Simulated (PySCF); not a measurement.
# C₈H₆N₂: magnetic properties

What do calculations give for the magnetic properties of C₈H₆N₂ (`[H]/N=C\C#Cc1ccccn1`)?

Computed with PySCF 2.14.0 and routines of our own; the level stands in each step. Atoms count from 0.

## 1. The system as given

16 atoms, charge 0, multiplicity 1; geometry from: GFN2-xTB.

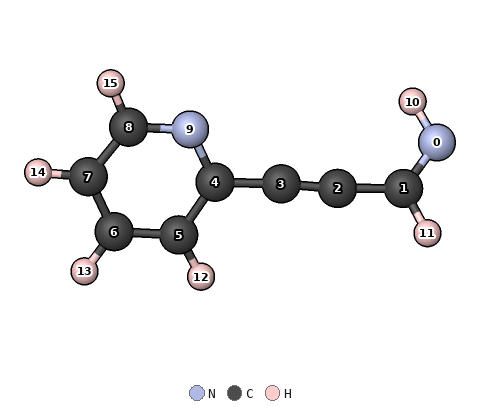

The starting geometry (nitrogen light blue, carbon dark grey, hydrogen pink).

## 2. Magnetic properties: GIAO HF/pcSseg-1

Job settings and geometry (Å):

```
{"job": {"kind": "mag", "xc": "HF", "basis": "pcSseg-1", "isotopologues": 0}, "charge": 0, "multiplicity": 1}
N     -4.500466    -0.632784    -0.401926
C     -3.733428     0.291753    -0.018766
C     -2.324289     0.223234     0.115814
C     -1.127711     0.070703     0.200046
C      0.281380    -0.028732     0.298846
C      1.078255     1.077074    -0.017189
C      2.450754     0.944270     0.082409
C      2.978669    -0.270194     0.495828
C      2.098121    -1.303348     0.788818
N      0.789188    -1.195799     0.692642
H     -4.031124    -1.509669    -0.627753
H     -4.190160     1.246770     0.233481
H      0.619788     2.001895    -0.332853
H      3.099453     1.775119    -0.156454
H      4.043964    -0.412306     0.588343
H      2.460009    -2.269041     1.117239
```

Level: GIAO HF/pcSseg-1 magnetisability, rotational g tensor and spin-rotation constants, non-relativistic, gas phase.

Launch:

```bash
$ OMP_NUM_THREADS=1 python excited_run.py task.json out
```

The driver reads the jobs from task.json and runs them one after another.

The program printed:

```text
final grid: 143880 points
cycle   1  E = -415.0241787025  dE =  3.124e+00  |g| = 6.697e-01  |ddm| = 4.146e+00
cycle   2  E = -415.1520007802  dE = -1.278e-01  |g| = 3.126e-01  |ddm| = 1.080e+00
cycle   3  E = -415.1734101716  dE = -2.141e-02  |g| = 1.054e-01  |ddm| = 4.416e-01
cycle   4  E = -415.1770447326  dE = -3.635e-03  |g| = 3.114e-02  |ddm| = 1.625e-01
cycle   5  E = -415.1773607847  dE = -3.161e-04  |g| = 8.980e-03  |ddm| = 5.083e-02
cycle   6  E = -415.1774158987  dE = -5.511e-05  |g| = 5.028e-03  |ddm| = 2.351e-02
cycle   7  E = -415.1774328129  dE = -1.691e-05  |g| = 2.463e-03  |ddm| = 1.289e-02
cycle   8  E = -415.1774369080  dE = -4.095e-06  |g| = 9.819e-04  |ddm| = 5.701e-03
cycle   9  E = -415.1774379964  dE = -1.088e-06  |g| = 4.394e-04  |ddm| = 2.765e-03
cycle  10  E = -415.1774382510  dE = -2.545e-07  |g| = 2.184e-04  |ddm| = 1.172e-03
cycle  11  E = -415.1774383253  dE = -7.431e-08  |g| = 9.120e-05  |ddm| = 7.006e-04
cycle  12  E = -415.1774383363  dE = -1.099e-08  |g| = 3.418e-05  |ddm| = 2.539e-04
cycle  13  E = -415.1774383380  dE = -1.693e-09  |g| = 1.438e-05  |ddm| = 1.167e-04
cycle  14  E = -415.1774383381  dE = -1.600e-10  |g| = 6.419e-06  |ddm| = 3.342e-05
converged SCF energy = -415.1774383381

Magnetisability tensor (1e-30 J/T^2)
    -1013.46      -15.70       50.79
      -15.70     -950.29     -234.07
       50.79     -234.07    -1964.74
isotropic -1309.50   principal values   -2018.27  -1017.13   -893.08
isotropic susceptibility -78.860 1e-6 cm^3/mol

Inertial axes            a          b          c
rot. const./GHz      5.1682     0.5890     0.5334
chi total           -60.984    -54.254   -121.341
chi diamagnetic    -347.333  -2073.855  -2290.348
chi paramagnetic    286.349   2019.601   2169.007
quadrupole/D A       -4.189      7.371     -3.182
g nuclear            0.5966     0.5438     0.5483
g electronic        -0.6953    -0.5588    -0.5435
g total             -0.0987    -0.0150     0.0048

Spin-rotation constants (kHz, H = +C I.J)
atom  isotope        aa         bb         cc
  0    14N        1.070      0.163      0.066
  9    14N        1.585      0.154      0.002
 10     1H       -0.362      0.051     -0.024
 11     1H       -0.360      0.016     -0.027
 12     1H       -0.351      0.044     -0.056
 13     1H       -0.173      0.023     -0.052
 14     1H        0.564     -0.064     -0.056
 15     1H       -0.369      0.051     -0.046
  1    13C*       2.349      0.202      0.118
  2    13C*       0.283      0.185      0.179
  3    13C*       0.355      0.193      0.186
  4    13C*       2.793      0.198      0.066
  5    13C*       1.819      0.275      0.056
  6    13C*       2.168      0.276      0.047
  7    13C*       2.526      0.186      0.048
  8    13C*       2.115      0.286      0.069
* in the singly substituted isotopologue
```

Run time: 28 s. Hardware: 1 thread of Arm Neoverse V1, shared host; peak memory 0.87 GiB.

From this job:

```
              quantity                     value
       magnetisability          -1310·10⁻³⁰ J/T²
  molar susceptibility        -78.9·10⁻⁶ cm³/mol
rotational g (a, b, c)  -0.0987, -0.0150, 0.0048
```

The fields below are evaluated on a grid from the run's orbitals.

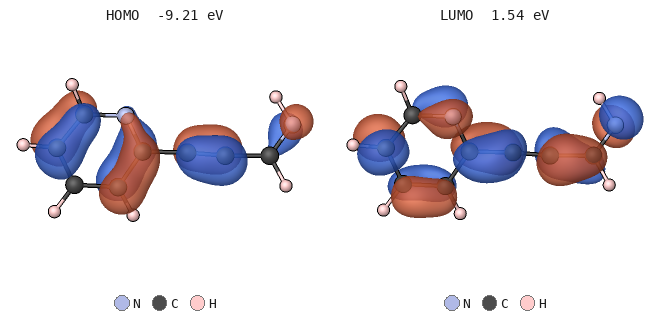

HF/pcSseg-1 orbitals near the gap, drawn at the value that encloses 70 % of each; the two colours are the two signs.

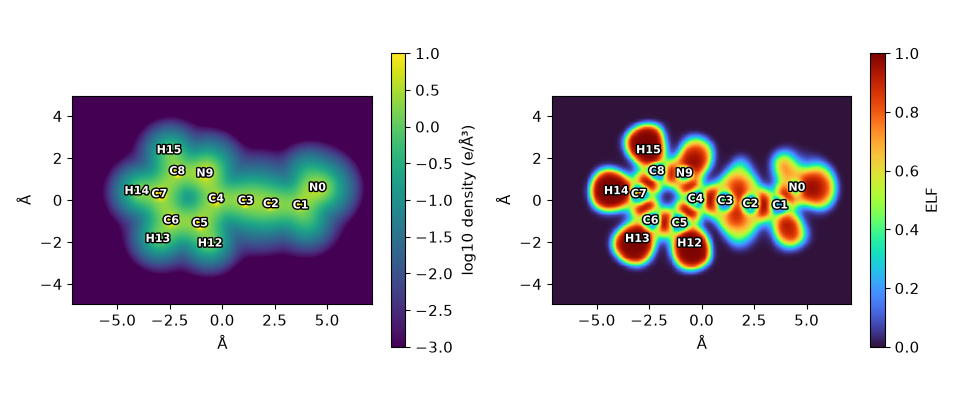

Density (left) and ELF (right) in a plane through or near 14 of the atoms.

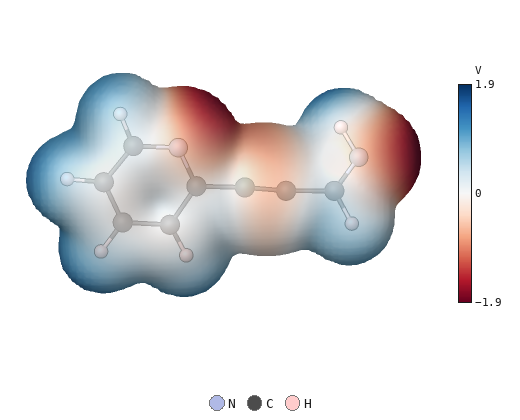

Electrostatic potential on the surface of density 0.002 e/bohr³; red is low, blue high. It runs, from the 1st to the 99th percentile, from -1.90 V near N0 to 1.36 V near H13.

## 3. Magnetic properties: GIAO KT3/def2-SVP

The job, as its differences from that of step 2:

```diff
@@ -1,2 +1,2 @@
-{"job": {"kind": "mag", "xc": "HF", "basis": "pcSseg-1", "isotopologues": 0}, "charge": 0, "multiplicity": 1}
+{"job": {"kind": "mag", "xc": "KT3", "basis": "def2-SVP"}, "charge": 0, "multiplicity": 1}
 N     -4.500466    -0.632784    -0.401926
```

Method: GIAO KT3/def2-SVP magnetisability, rotational g tensor and spin-rotation constants, non-relativistic, gas phase.

The program printed:

```text
coarse grid: 14536 points
cycle   1  E = -424.2321447045  dE =  1.557e+00  |g| = 5.571e-01  |ddm| = 5.063e+00
cycle   2  E = -424.0879157352  dE =  1.442e-01  |g| = 9.438e-01  |ddm| = 2.116e+00
cycle   3  E = -424.2843741801  dE = -1.965e-01  |g| = 3.281e-01  |ddm| = 1.407e+00
cycle   4  E = -424.3141058453  dE = -2.973e-02  |g| = 7.693e-02  |ddm| = 4.064e-01
cycle   5  E = -424.3148213328  dE = -7.155e-04  |g| = 5.934e-02  |ddm| = 1.242e-01
cycle   6  E = -424.3156986969  dE = -8.774e-04  |g| = 1.759e-02  |ddm| = 6.793e-02
cycle   7  E = -424.3157722128  dE = -7.352e-05  |g| = 4.877e-03  |ddm| = 2.034e-02
cycle   8  E = -424.3157779385  dE = -5.726e-06  |g| = 1.181e-03  |ddm| = 7.194e-03
final grid: 143880 points
cycle   9  E = -424.2878509467  dE = -9.578e-05  |g| = 6.108e-03  |ddm| = 1.044e-01
cycle  10  E = -424.2878432367  dE =  7.710e-06  |g| = 7.846e-03  |ddm| = 2.044e-02
cycle  11  E = -424.2878577974  dE = -1.456e-05  |g| = 3.832e-03  |ddm| = 1.303e-02
cycle  12  E = -424.2878616983  dE = -3.901e-06  |g| = 4.593e-04  |ddm| = 4.110e-03
cycle  13  E = -424.2878617251  dE = -2.685e-08  |g| = 2.994e-04  |ddm| = 8.631e-04
cycle  14  E = -424.2878617501  dE = -2.498e-08  |g| = 8.394e-05  |ddm| = 3.730e-04
cycle  15  E = -424.2878617513  dE = -1.233e-09  |g| = 4.881e-05  |ddm| = 1.183e-04
cycle  16  E = -424.2878617519  dE = -5.615e-10  |g| = 1.741e-05  |ddm| = 6.057e-05
converged SCF energy = -424.2878617519

Magnetisability tensor (1e-30 J/T^2)
     -899.32      -20.97       51.54
      -20.97     -839.70     -198.40
       51.54     -198.40    -1760.71
isotropic -1166.58   principal values   -1804.00   -905.88   -789.86
isotropic susceptibility -70.253 1e-6 cm^3/mol

Inertial axes            a          b          c
rot. const./GHz      5.1682     0.5890     0.5334
chi total           -54.051    -48.285   -108.423
chi diamagnetic    -343.393  -2068.232  -2286.425
chi paramagnetic    289.342   2019.948   2178.002
quadrupole/D A       -3.246      5.457     -2.211
g nuclear            0.5966     0.5438     0.5483
g electronic        -0.7025    -0.5589    -0.5458
g total             -0.1059    -0.0151     0.0025

Spin-rotation constants (kHz, H = +C I.J)
atom  isotope        aa         bb         cc
  0    14N        0.904      0.143      0.059
  9    14N        1.368      0.131      0.003
 10     1H       -0.333      0.054     -0.027
 11     1H       -0.364      0.019     -0.024
 12     1H       -0.342      0.045     -0.057
 13     1H       -0.176      0.023     -0.053
 14     1H        0.579     -0.064     -0.058
 15     1H       -0.359      0.051     -0.047
  1    13C*       1.967      0.187      0.116
  2    13C*       0.506      0.167      0.160
  3    13C*       0.577      0.174      0.161
  4    13C*       2.302      0.190      0.073
  5    13C*       1.702      0.244      0.058
  6    13C*       1.904      0.239      0.049
  7    13C*       2.190      0.176      0.051
  8    13C*       1.909      0.248      0.073
* in the singly substituted isotopologue
```

Wall time 37 s (1 thread of Arm Neoverse V1, shared host); peak memory 0.6 GiB.

From this job:

```
              quantity                     value
       magnetisability          -1167·10⁻³⁰ J/T²
  molar susceptibility        -70.3·10⁻⁶ cm³/mol
rotational g (a, b, c)  -0.1059, -0.0151, 0.0025
```

## 4. Magnetic properties side by side

```
            level  ξ (10⁻³⁰ J/T²)     g(a)     g(b)  gap (eV)  functions  time
 GIAO HF/pcSseg-1           -1310  -0.0987  -0.0150     10.74        200  28 s
GIAO KT3/def2-SVP           -1167  -0.1059  -0.0151      3.43        170  37 s
```

## 5. Summary of results

| quantity | value |
| --- | --- |
| magnetisability (step 2, GIAO HF/pcSseg-1) | -1310·10⁻³⁰ J/T² |
| molar susceptibility (step 2, GIAO HF/pcSseg-1) | -78.9·10⁻⁶ cm³/mol |
| rotational g (a, b, c) (step 2, GIAO HF/pcSseg-1) | -0.0987, -0.0150, 0.0048 |
| surface potential, 1st and 99th percentile | -1.90 V and 1.36 V |
| magnetisability over the levels | -1310 to -1167·10⁻³⁰ J/T² |

What this shows: The magnetisability spreads by 11.5 % over 2 levels, from GIAO HF/pcSseg-1 (28 s) to GIAO KT3/def2-SVP (37 s); the runs took 28 s to 37 s. Two levels can agree by chance, so this spread shows no convergence. Vibrational averaging and real surroundings are missing from these values.
